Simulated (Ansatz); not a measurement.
Consider Au in the fcc (Cu type) structure (space group Fm-3m, No. 225; a = 4.0481 Å).

Structures relaxed with LDA (Ansatz, an electronic-structure program, PAW, without spin-orbit coupling).

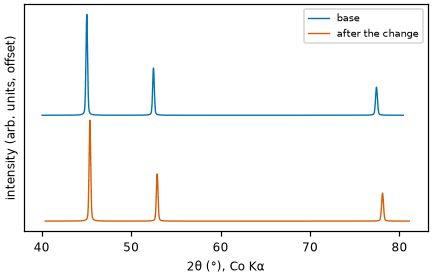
Fig. 1. Simulated powder patterns before (top) and after one change

Question: Which of these changes matches the shifts?
(A) pressure 4.5 GPa
(B) pressure −1 GPa
(C) pressure 22.5 GPa
(D) pressure 9 GPa

Answer: A, pressure 4.5 GPa. Its volume per atom is 16.22 Å³ against 16.58 Å³, and its space group is Fm-3m (No. 225).

Load acts through the strain it causes; cell and atoms are relaxed under it. No phonon test of stability was made. No other phases were tried under pressure.
